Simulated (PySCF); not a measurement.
Consider C3H5AlClF (SMILES C=C[CH2][Al]([F])[Cl]).

Input

```
{"job": {"kind": "nmr", "xc": "PBE0", "basis": "pcSseg-1"}, "charge": 0, "multiplicity": 1}
C     -1.791556     0.022472    -0.563565
C     -0.823973    -0.615501     0.076178
C      0.233772     0.046684     0.886223
Al     1.899489     0.315270    -0.205649
F      3.262583     0.727937     0.641015
Cl     2.027274     0.129381    -2.218716
H     -2.537295    -0.500727    -1.136130
H     -1.875718     1.097058    -0.535232
H     -0.763173    -1.695327     0.016668
H     -0.112564     1.022183     1.243165
H      0.486586    -0.546759     1.770081
```

Launched as:

```sh
OMP_NUM_THREADS=1 python probes_run.py task.json out
```

Geometry: GFN2-xTB.

Level of theory: PBE0/pcSseg-1, SCF density, gas phase, non-relativistic (PySCF).

### Predict the electron density and electron localisation function between the atoms.

Al–F (1.66 Å): the density is about 0.84 e/Å³ at the midpoint; the ELF peaks at about 0.85 in the valence shell of F, 0.5 Å from its nucleus, and is about 0.30 at the midpoint.
C–Al (2.01 Å): the density is about 0.66 e/Å³ at the midpoint; the ELF peaks at about 0.95 between the atoms: a shared but strongly polarised pair.
Al–Cl (2.03 Å): ρ is about 0.84 e/Å³ halfway; the ELF peaks at about 0.85 in the valence shell of Cl, 0.9 Å from its nucleus, and is about 0.80 at the midpoint.

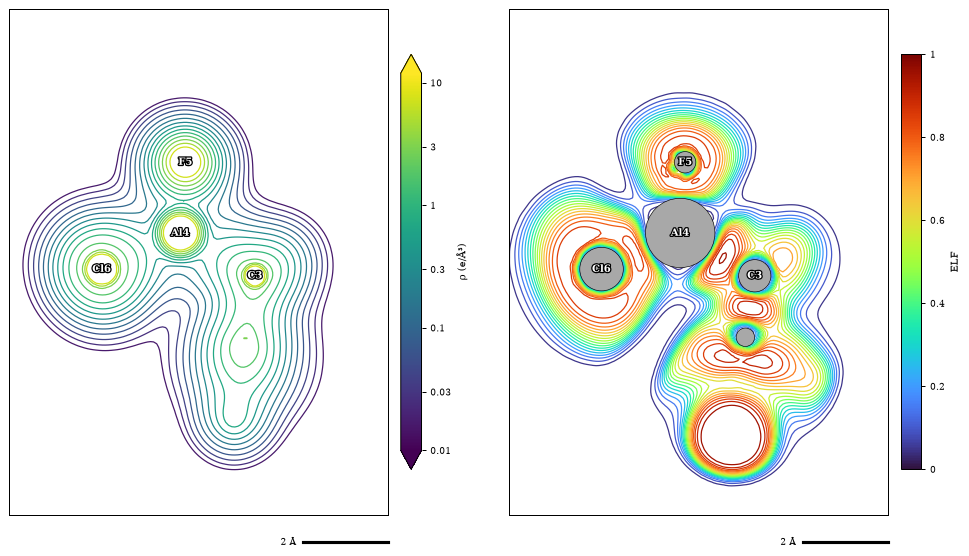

Computed electron density and electron localisation function on the plane of atoms F5, Al4 and Cl6, in this order. Grey discs cover the atomic cores in the ELF map. 
